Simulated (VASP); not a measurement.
Band structure of CdSe (wurtzite). These are PBE GGA with D3 dispersion (zero damping), VASP's PBE PAW potentials (set 64) (plane waves; VASP) values and carry that method's errors.

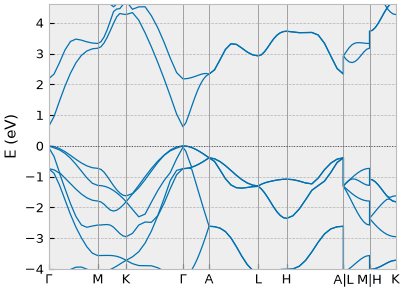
*Bands along high-symmetry lines, zero at the valence-band maximum or, without a gap, the Fermi level*

Problem. Read the plot: is there a gap, and where are the band edges?

Solution. The gap is direct, 0.62 eV, from the valence maximum at Γ to the conduction minimum at Γ. (Edges off the drawn lines would not show.)

Measured: gap 1.73 eV (computed value off by -1.11 eV), as given by Abedi et al., (2022), arXiv:2211.14644.

The compound is CdSe in the wurtzite structure. It was relaxed first.
